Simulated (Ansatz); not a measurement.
# CF2 (SMILES F[C]F) at CCSDT(Q)/STO-3G

Aim: the vertical electron affinity of CF2 at CCSDT(Q)/STO-3G, from 2 runs. 

The results are computed with Ansatz 0.2.0.

40 further runs of the same task are left out: 4 that didn't finish, 36 set aside as unsound or not needed.

**1. Starting point**

The species is CF2 (3 atoms), meant as a singlet with charge 0. SMILES: `F[C]F`. Geometry: relaxed at GFN2-xTB.

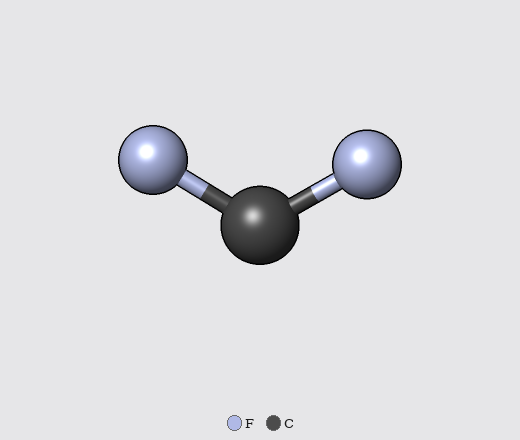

Viewed from a chosen angle; fluorine light blue, carbon dark grey.

**2. The energy at CCSDT(Q)/STO-3G**

File job.yaml:

```yaml
crystal:
  periodic: [false, false, false]
  atoms:
    - {symbol: F, position_ang: [0.396940, 1.032800, 0.332770]}
    - {symbol: C, position_ang: [0.326820, -0.272180, 0.149730]}
    - {symbol: F, position_ang: [-0.723760, -0.760620, -0.482500]}
basis:
  gaussian: {orbitals: STO-3G}
total_charge: 0
correlation: {method: ccsdt_q, frozen_orbitals: {C: 1, F: 1}}
accuracy: high
scf: {omitted_lower_state_checks: [cluster_reference, increment]}
```

On the command line:

```console
ansatz run job.yaml --threads 1 --pin off --max-ram 2610MiB --events-out events.jsonl --progress --plain --runs-dir runs
```

Output:

```text
Warning: RAYON_NUM_THREADS=1 ignored (pool sized by the plan → 1); use --threads N
Functional definition: HF
  name "HF"
  exchange = exact_x
  correlation = 0
these checks for a lower state are left out or cut short: cluster_reference, increment
250 factors; integrals over basis functions are off by at most 3.4e-8 eV
mean field evaluation 1: about -6348.6267 eV, gradient 2.2e1 eV
mean field evaluation 2: about -6348.7391 eV, gradient 2.2e1 eV
mean field evaluation 4: about -6350.6125 eV, gradient 1.8e0 eV
mean field evaluation 8: about -6350.6422 eV, gradient 4.3e-2 eV
mean field -6350.64225358 eV, -233.3817981991 hartree, gradient 2.5e-8 eV, S^2 0.000000; 0 other end points of the search recorded, 0 dependent functions left out; unrestricted orbitals would lower it
3 core orbitals not correlated: weight in the atoms' cores, before any rotation towards them, 1.000 or more for the frozen orbitals, at most 0.000 for the correlated occupied ones
reference -6350.64225358 eV, -233.3817981991 hartree; 9, 9 occupied and 3, 3 virtual orbitals, 250 factors
second order -2.50052109 eV of doubles, -0.00000000 eV of singles
cycle   1  -2.67864001 eV  change   -1.8e-1 eV  update   1.1e-1
cycle   2  -3.06827827 eV  change   -3.9e-1 eV  update   5.9e-2
cycle   3  -3.28594693 eV  change   -2.2e-1 eV  update   3.2e-2
cycle   4  -3.31197284 eV  change   -2.6e-2 eV  update   9.6e-3
cycle   5  -3.30894933 eV  change    3.0e-3 eV  update   6.3e-3
cycle   6  -3.30903612 eV  change   -8.7e-5 eV  update   2.0e-3
cycle   7  -3.31047714 eV  change   -1.4e-3 eV  update   1.3e-3
cycle   8  -3.31006455 eV  change    4.1e-4 eV  update   5.4e-4
cycle   9  -3.31019876 eV  change   -1.3e-4 eV  update   2.1e-4
cycle  10  -3.31028986 eV  change   -9.1e-5 eV  update   7.7e-5
cycle  11  -3.31022545 eV  change    6.4e-5 eV  update   2.8e-5
cycle  12  -3.31023537 eV  change   -9.9e-6 eV  update   8.3e-6
cycle  13  -3.31023149 eV  change    3.9e-6 eV  update   3.1e-6
cycle  14  -3.31023255 eV  change   -1.1e-6 eV  update   1.4e-6
cycle  15  -3.31023279 eV  change   -2.4e-7 eV  update   6.5e-7
cycle  16  -3.31023343 eV  change   -6.3e-7 eV  update   2.5e-7
cycle  17  -3.31023325 eV  change    1.8e-7 eV  update   1.1e-7
cycle  18  -3.31023325 eV  change    1.3e-9 eV  update   4.7e-8
cycle  19  -3.31023264 eV  change    6.1e-7 eV  update   9.1e-8
cycle  20  -3.31023244 eV  change    2.0e-7 eV  update   4.0e-8
cycle  21  -3.31023237 eV  change    7.2e-8 eV  update   1.9e-8
cycle  22  -3.31023236 eV  change    9.4e-9 eV  update   9.0e-9
cycle  23  -3.31023236 eV  change  -6.5e-10 eV  update   4.6e-9
cycle  24  -3.31023236 eV  change    2.0e-9 eV  update   1.6e-9
cycle  25  -3.31023236 eV  change   1.9e-10 eV  update  5.6e-10
perturbative correction -0.01149363 eV, -0.0004223831 hartree
Total energy: -6353.96397957 eV, -233.5038693778 hartree
Checks for a lower state left out: cluster_reference, increment
```

Wall time 0.58 s (1 thread of Arm Neoverse V1, shared host).

**3. The doublet anion at the same level**

File run.yaml:

```yaml
crystal:
  periodic: [false, false, false]
  atoms:
    - {symbol: F, position_ang: [0.396940, 1.032800, 0.332770]}
    - {symbol: C, position_ang: [0.326820, -0.272180, 0.149730]}
    - {symbol: F, position_ang: [-0.723760, -0.760620, -0.482500]}
basis:
  gaussian: {orbitals: STO-3G}
total_charge: -1
magnetization: {spin_polarized: true, initial_magnetization: 1}
correlation: {method: ccsdt_q, frozen_orbitals: {C: 1, F: 1}}
accuracy: high
scf: {omitted_lower_state_checks: [cluster_reference, increment]}
```

On the command line:

```console
ansatz run run.yaml --threads 1 --pin off --max-ram 2610MiB --events-out events.jsonl --progress --plain --runs-dir runs
```

Output:

```text
Warning: RAYON_NUM_THREADS=1 ignored (pool sized by the plan → 1); use --threads N
[... 4 set-up lines as earlier in the session ...]
these checks for a lower state are left out or cut short: cluster_reference, increment
250 factors; integrals over basis functions are off by at most 3.4e-8 eV
mean field evaluation 1: about -6343.8923 eV, gradient 6.6e0 eV
mean field evaluation 2: about -6344.0572 eV, gradient 6.6e0 eV
mean field evaluation 4: about -6344.4699 eV, gradient 8.1e-1 eV
mean field evaluation 8: about -6344.4811 eV, gradient 1.4e-6 eV
mean field -6344.48113323 eV, -233.1553812023 hartree, gradient 1.3e-8 eV, S^2 0.755049; 0 other end points of the search recorded, 0 dependent functions left out
3 core orbitals not correlated: weight in the atoms' cores, before any rotation towards them, 1.000 or more for the frozen orbitals, at most 0.000 for the correlated occupied ones
reference -6344.48113323 eV, -233.1553812023 hartree; 10, 9 occupied and 2, 3 virtual orbitals, 250 factors
second order -1.29876770 eV of doubles, -0.00000000 eV of singles
cycle   1  -1.52749798 eV  change   -2.3e-1 eV  update   5.3e-2
cycle   2  -1.69639497 eV  change   -1.7e-1 eV  update   2.2e-2
cycle   3  -1.75088235 eV  change   -5.4e-2 eV  update   1.2e-2
cycle   4  -1.75755293 eV  change   -6.7e-3 eV  update   3.4e-3
cycle   5  -1.75721767 eV  change    3.4e-4 eV  update   1.5e-3
cycle   6  -1.75669497 eV  change    5.2e-4 eV  update   4.0e-4
cycle   7  -1.75660363 eV  change    9.1e-5 eV  update   1.7e-4
cycle   8  -1.75671138 eV  change   -1.1e-4 eV  update   8.4e-5
cycle   9  -1.75673371 eV  change   -2.2e-5 eV  update   2.9e-5
cycle  10  -1.75671369 eV  change    2.0e-5 eV  update   1.1e-5
cycle  11  -1.75670815 eV  change    5.5e-6 eV  update   4.3e-6
cycle  12  -1.75670895 eV  change   -8.0e-7 eV  update   1.2e-6
cycle  13  -1.75670940 eV  change   -4.5e-7 eV  update   4.6e-7
cycle  14  -1.75671000 eV  change   -6.0e-7 eV  update   1.8e-7
cycle  15  -1.75670994 eV  change    6.5e-8 eV  update   6.3e-8
cycle  16  -1.75670990 eV  change    4.0e-8 eV  update   3.0e-8
cycle  17  -1.75670991 eV  change   -1.4e-8 eV  update   1.6e-8
cycle  18  -1.75670978 eV  change    1.4e-7 eV  update   2.8e-8
cycle  19  -1.75670975 eV  change    3.0e-8 eV  update   9.9e-9
cycle  20  -1.75670973 eV  change    1.5e-8 eV  update   4.0e-9
cycle  21  -1.75670973 eV  change   -2.1e-9 eV  update   1.7e-9
cycle  22  -1.75670973 eV  change  -9.6e-10 eV  update  7.0e-10
perturbative correction -0.00070784 eV, -0.0000260127 hartree
Total energy: -6346.23855080 eV, -233.2199651069 hartree
Checks for a lower state left out: cluster_reference, increment
```

Run time: 0.79 s. Hardware: 1 thread of Arm Neoverse V1, shared host; peak memory 0.098 GiB.

**4. Outcome**

Level: CCSDT(Q)/STO-3G, 3 core orbitals frozen.

| quantity | value |
| --- | --- |
| singlet CF2: total energy | -233.50387 Eh |
| singlet CF2: correlation energy (3 core orbitals frozen) | -122.1 mEh |
| singlet CF2: T1 diagnostic | 0.022 |
| doublet anion: total energy | -233.21997 Eh |
| doublet anion: correlation energy (3 core orbitals frozen) | -64.6 mEh |
| doublet anion: ⟨S²⟩ of the reference determinant | 0.755 |
| doublet anion: T1 diagnostic | 0.010 |
| vertical electron affinity (to the doublet anion) | -7.725 eV |

The anion lies 7.73 eV (178 kcal/mol) above the neutral: the electron isn't bound at this level, and such a value depends on the basis. Without diffuse functions anions come out too high. In a minimal basis such a difference can be off by several eV, whatever the method. The T1 diagnostic (singlet CF2) of 0.022 is above the customary mark for such species, so a single reference may not serve. The restricted solution (singlet CF2) is unstable to spin breaking: an unrestricted one lies lower.
